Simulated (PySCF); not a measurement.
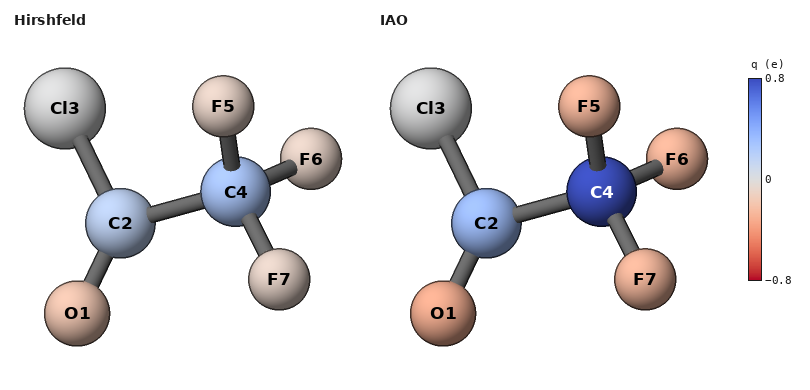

Atomic charges of one calculation by 2 schemes, on one colour scale. Computed geometry: GFN2-xTB optimisation. No frequency run is at hand to confirm it as a minimum. Method: PBE0/pcSseg-1 (PySCF 2.14.0).

### Which scheme gives the most polar picture (largest mean size of the charges)?

The IAO charges are the largest in size here.

### On which atom do the schemes disagree most?

On C4 (from 0.25 to 0.77 e).

List the charges (e), one line for each set of equivalent atoms.

```tsv
atom	Hirshfeld	IAO
O1	−0.17	−0.30
C2	0.16	0.30
Cl3	0.00	0.00
C4	0.25	0.77
F5, F6	−0.08	−0.26
F7	−0.08	−0.25
```
